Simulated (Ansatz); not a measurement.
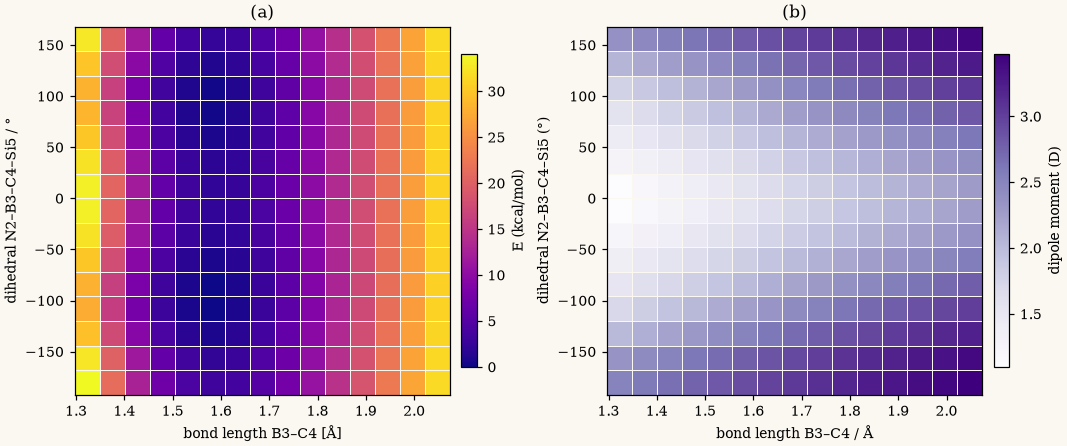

C₂H₈BNSi, SMILES C=NBC[SiH3]. Coordinates scanned: (1) bond length B3–C4; (2) dihedral N2–B3–C4–Si5. Nothing is relaxed (all other coordinates rigid). The scan uses a 15 × 15 grid. Energies are in kcal/mol, from the lowest grid point. Computed with RKS PBE0-D4/def2-SVP (Ansatz).

Panel (a) is the energy; panel (b) is the computed dipole moment, in D.

The picture shows one coloured cell a grid point.

> How does the dipole moment vary over the map, and what is it at the lowest grid point?

Leaving out the highest fifth of the energies, it runs from 1.19 D at bond length B3–C4 = 1.375 Å, dihedral N2–B3–C4–Si5 = −12° to 3.36 D at bond length B3–C4 = 1.944 Å, dihedral N2–B3–C4–Si5 = −180°. At the lowest grid point, bond length B3–C4 = 1.582 Å, dihedral N2–B3–C4–Si5 = −108°, it is 2.24 D.
